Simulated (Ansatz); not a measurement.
AsBH₆Si

Input

```
crystal:
  periodic: [false, false, false]
  atoms:
    - { symbol: Si, position_ang: [-0.68177, 1.03755, -0.96813] }
    - { symbol: B, position_ang: [0.52876, -0.14779, 0.0171] }
    - { symbol: As, position_ang: [-0.11577, -1.35764, 1.52542] }
    - { symbol: H, position_ang: [-1.75007, 0.28203, -1.6523] }
    - { symbol: H, position_ang: [-0.06147, 1.86819, -2.01299] }
    - { symbol: H, position_ang: [-1.37586, 1.98679, -0.0755] }
    - { symbol: H, position_ang: [1.67253, -0.18824, -0.25074] }
    - { symbol: H, position_ang: [0.72327, -2.51119, 1.02492] }
    - { symbol: H, position_ang: [-0.4847, 0.31671, 0.37213] }
basis:
  gaussian: { orbitals: def2-SVP }
hamiltonian:
  xc: pbe
relax:
  f_tol: 0.02
  max_steps: 50
output:
  orbitals: {}
```

Run with:

```sh
ansatz run input.yaml --threads 2 --pin off --max-ram 3072MiB --backend cpu --events-out ev --progress --plain --runs-dir out
```

The fields are those of the run's last geometry, not of the input's.

Theory: RKS PBE/def2-SVP (Ansatz).

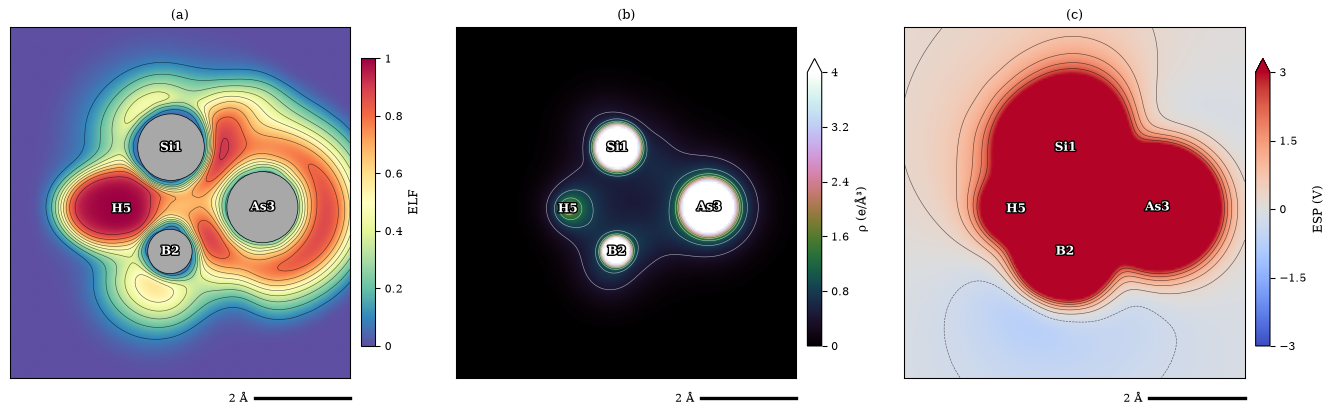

Figure 1. (a) electron localisation function; (b) electron density; (c) electrostatic potential on the plane of atoms Si1, As3 and B2. Grey discs cover the atomic cores in the ELF map.

What does the map show?

Atoms in the plane: Si, B, As and H. B–As (2.15 Å): ρ is about 0.66 e/Å³ halfway; the ELF peaks at about 0.85 between the atoms, as expected for a covalent bond. Si–B (2.19 Å): ρ at the midpoint is about 0.51 e/Å³; the ELF peaks at about 0.70 between the atoms. Si–As (2.30 Å): ρ at the midpoint is about 0.63 e/Å³; the ELF peaks at about 0.85 between the atoms (a shared electron pair). The ELF also peaks beside As3, away from the bonds: lone-pair regions. Outside the dense part of the molecule the potential is most negative (−0.7 V) near H7, which lies off the plane.

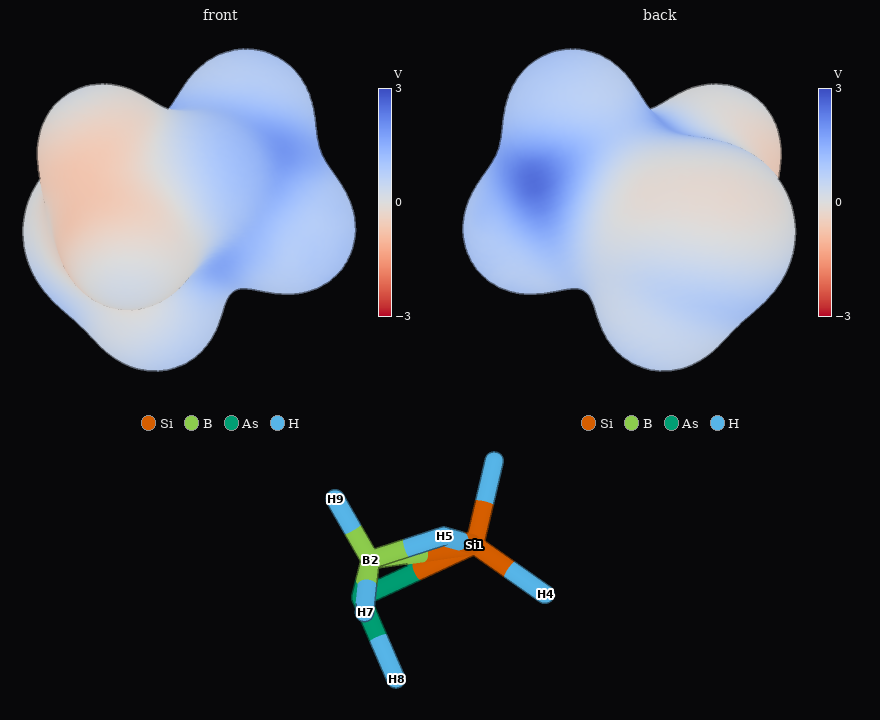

Figure 2. The molecular electrostatic potential painted on the density surface at 0.004 e/bohr³, seen from the front and from behind; red is negative and blue positive. The bare structure is drawn below in the same view.

Describe the electrostatic potential map.

The most negative region (about −0.7 V) lies over H7, the most positive (about +2.4 V) over Si1.

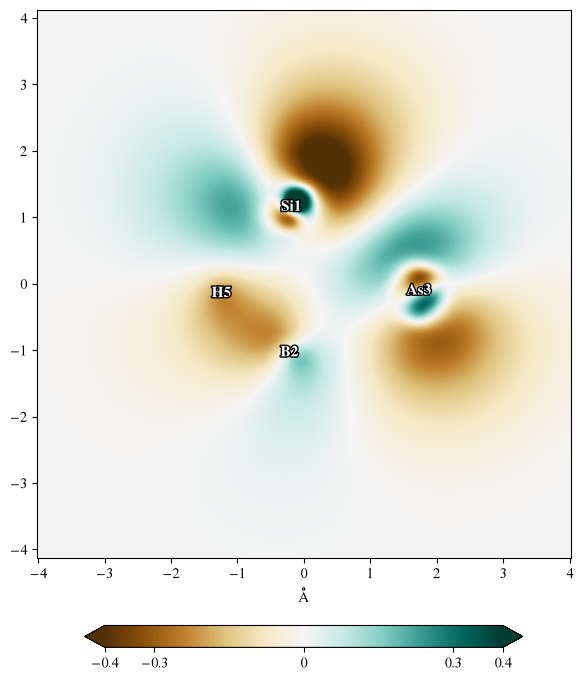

Figure 3. The LUMO on the plane of atoms Si1, As3 and B2 (values in Å⁻³ᐟ²; the overall sign is arbitrary).

What is the character of this orbital?

It lies mainly on Si1 (about 45 %), As3 (about 30 %) and H4 (about 5 %). Its energy is −1.41 eV.
